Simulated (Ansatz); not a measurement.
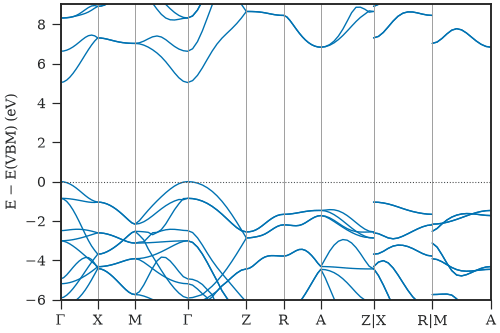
Figure. Band structure from plane-wave PAW PBE (Ansatz code)

Problem. Read off the gap and where the band edges lie.

Solution. About 5.0 eV (5.04 eV by a search for the band edges); maximum at Γ, minimum at Γ.

The material is SiO$_{2}$ (rutile, space group No. 136).

Space group P4_2/mnm (rutile). This is a known high-pressure phase of the composition, computed here at zero pressure and temperature. Symmetry was held in the PBE relaxation; its stability against distortions is not shown here.

Potentials: the later of the program's two PAW sets.
